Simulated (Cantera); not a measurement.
Charge: 1 mol SiCl₄, 9 mol N₂, at 0.150 bar.

Equilibrium computed with Cantera from the NASA thermochemical tables; the gas is ideal and each condensed phase is pure. Candidate condensed phases: Si, Si₃N₄; 13 gas species. The tables' values for SiCl₃ are old estimates; treat these amounts as uncertain. Equilibrium is a limit: real reactors are often held back by kinetics, nucleation or transport.

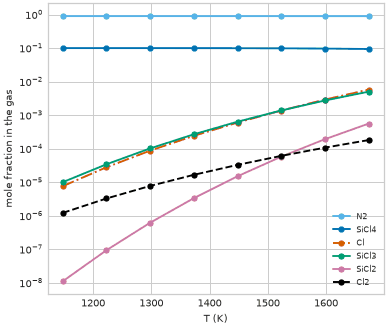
Figure: Equilibrium gas composition (values under 1e-9 drawn at 1e-9)

From 1148 K to 1673 K nothing is condensed. The main Si-bearing gas is SiCl₄ throughout.
